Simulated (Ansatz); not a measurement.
## Nudged elastic band, with input and output: CH$_{8}$BNO

- system: CH$_{8}$BNO
- method: RKS B3LYP/6-31G* (Ansatz 0.2.0)

One setting was made poor on purpose. It belongs to a series of runs on one base structure; here: an input spoilt on purpose.

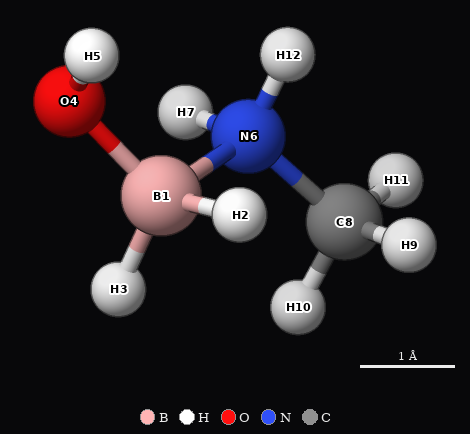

Figure 1. The starting structure (ball-and-stick view, seen at a tilt; atoms are numbered from 1 in the order of the input).

## Input file
```yaml
crystal:
  periodic: [false, false, false]
  atoms:
    - { symbol: B, position_ang: [-0.017236, 0.20935, -0.02652] }
    - { symbol: H, position_ang: [0.501896, -0.511858, 0.810179] }
    - { symbol: H, position_ang: [0.733309, 0.591844, -0.90423] }
    - { symbol: O, position_ang: [-1.315725, -0.176291, -0.505265] }
    - { symbol: H, position_ang: [-1.666182, -0.899903, 0.028362] }
    - { symbol: "N", position_ang: [-0.285674, 1.661041, 0.840566] }
    - { symbol: H, position_ang: [-0.790005, 2.273468, 0.197206] }
    - { symbol: C, position_ang: [0.935184, 2.322084, 1.352093] }
    - { symbol: H, position_ang: [1.44018, 1.629938, 2.028981] }
    - { symbol: H, position_ang: [1.594272, 2.51881, 0.504501] }
    - { symbol: H, position_ang: [0.710626, 3.256721, 1.875445] }
    - { symbol: H, position_ang: [-0.935143, 1.460994, 1.602882] }
basis:
  gaussian: { orbitals: "6-31G*" }
hamiltonian:
  xc: b3lyp
neb:
  order_check: false
  images: 0
  f_tol: 0.05
  max_iterations: 8
  initial_path: linear
  final_atoms:
    - { symbol: B, position_ang: [-0.09524525, 0.52588744, -0.44181993] }
    - { symbol: H, position_ang: [-0.86208422, 0.2961061, 3.54715331] }
    - { symbol: H, position_ang: [0.94653192, -0.00950392, -0.71308583] }
    - { symbol: O, position_ang: [-1.30119963, 0.03692342, -0.89571742] }
    - { symbol: H, position_ang: [-1.17875483, -0.76146946, -1.42357782] }
    - { symbol: "N", position_ang: [-0.09586642, 1.68064856, 0.3578855] }
    - { symbol: H, position_ang: [-0.98516694, 2.12401821, 0.55977499] }
    - { symbol: C, position_ang: [1.06510332, 2.36840554, 0.89198464] }
    - { symbol: H, position_ang: [1.96584159, 1.81130529, 0.62022801] }
    - { symbol: H, position_ang: [1.16283957, 3.38625825, 0.48865214] }
    - { symbol: H, position_ang: [1.03005293, 2.44095023, 1.98757603] }
    - { symbol: H, position_ang: [-0.74655003, 0.43666834, 2.82514639] }
```

Hardware: 1 thread of Intel Xeon (Sapphire Rapids), 32 GiB of memory available, shared host.

Run as:
```bash
ansatz run input.yaml --threads 1 --pin off --max-ram 2048MiB --backend cpu --events-out ev --progress --plain --runs-dir out
```

## Output
```
Error: invalid value for `neb.images`: must be ≥ 1; got 0
```

## Outcome

| quantity | value |
| --- | --- |
| outcome | refused by the program |

The program refused the input: “invalid value for `neb.images`: must be ≥ 1; got 0” A deliberately poor setting: bad input.
